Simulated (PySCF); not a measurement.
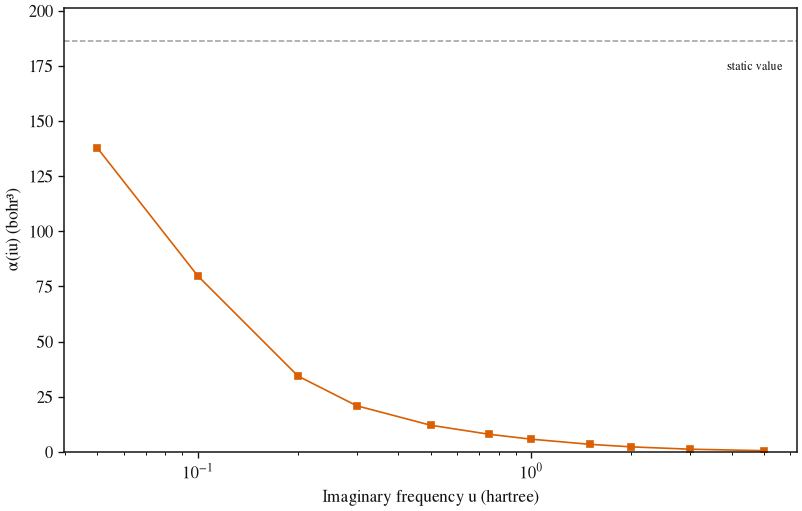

Dipole polarisability at imaginary frequency of Ba⁺ ([Xe] 6s). Coupled response at the HF level; PySCF, ANO-RCC-VTZP, spin-free X2C-1e, unrestricted single determinants, no spin-orbit coupling. The static dipole polarisability is 186 bohr³; α(iu) falls to half of it near u = 0.085 hartree. The Casimir–Polder integral gives C₆ = 2350 hartree bohr⁶ for two such species.

Ba⁺: atomic calculation

- system: Ba⁺, configuration 1s2 2s2 2p6 3s2 3p6 3d10 4s2 4p6 4d10 5s2 5p6 6s1, multiplicity 2.
- method: unrestricted HF, ANO-RCC-VTZP, spin-free X2C-1e, Gaussian nucleus (PySCF)

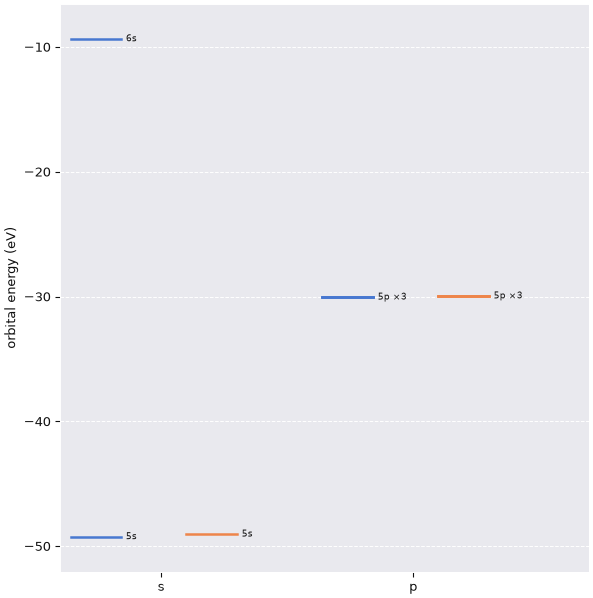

Orbital energies of the mean field, from the top down to −49.2 eV, by angular momentum, α spin at the left of each column and β at the right; ×n counts the orbitals under one label. The highest filled orbital is 6s α at −9.35 eV, the lowest empty one s β at −4.24 eV.

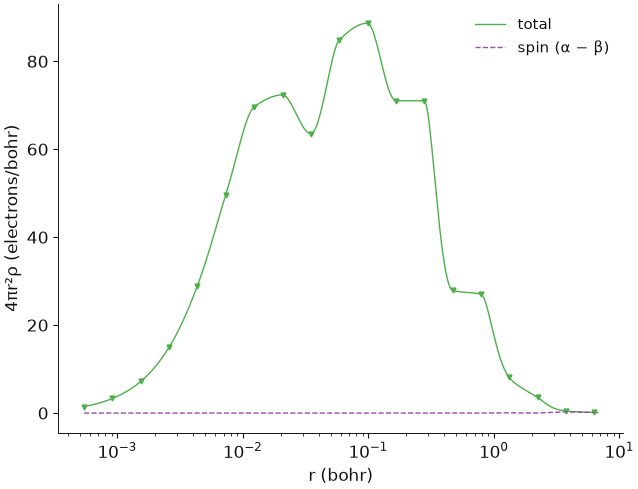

Spherically averaged radial density 4πr²ρ of the mean field and its spin part; markers are the stored points, which are sparse, and the line is a monotone interpolation between them. The largest stored value is 88.7 electrons/bohr at r = 0.098 bohr. Root-mean-square radii of the shells: 4s 0.715, 4p 0.761, 4d 0.862, 5s 1.76, 5p 2.04, 6s 5.01 bohr.

These pictures come from the run below.

## Input file
```python
from pyscf import gto, scf, dft, mp, cc
import basis_set_exchange as bse
mol = gto.M(atom="Ba 0 0 0", charge=1, spin=1, symmetry="D2h",
            basis=gto.basis.parse(bse.get_basis("ANO-RCC-VTZP", elements=["Ba"], fmt="nwchem")),
            nucmod="G")
mf = scf.UHF(mol).sfx2c1e()
mf.irrep_nelec = {'Ag': (10, 9), 'B1g': (2, 2), 'B2g': (2, 2), 'B3g': (2, 2), 'B1u': (4, 4), 'B2u': (4, 4), 'B3u': (4, 4)}
mf.kernel()
```

The script is an equivalent of what the driver set up; the driver started from orbitals of its own, so the log can be shorter than this script's would be, and it computed the properties (radii, ⟨L²⟩, response) afterwards. It held the occupations shell by shell, which the script's counts by irreducible representation don't always enforce.

## Output (extracts)
```
damping factor = 0
level_shift factor = 0
DIIS = <class 'pyscf.scf.diis.CDIIS'>
diis_start_cycle = 1
diis_space = 10
diis_damp = 0
SCF conv_tol = 1e-09
SCF conv_tol_grad = None
number electrons alpha = 28  beta = 27
cycle= 1 E= -8131.13407521311  delta_E= -8.88e-10  |g|= 9.74e-06  |ddm|= 4.95e-05
converged SCF energy = -8131.13407521311  <S^2> = 0.75051175  2S+1 = 2.0005117
```

## Results in brief

```tsv
quantity	value
outcome	converged
total energy	−8131.1341 hartree
⟨S²⟩	0.751
static polarisability	186 bohr³
C₆ of the like pair	2350 hartree bohr⁶
SCF iterations	1
hardware	1 CPU thread, shared host
CPU time	3.6 s (integrals apart)
```

## Notes

Radii and densities are those of the two-component orbitals, without the picture-change correction, so the innermost s shells come out slightly too small (about 1 % for 1s near Z = 40, more for heavier atoms). Caveats: basis without added diffuse functions.
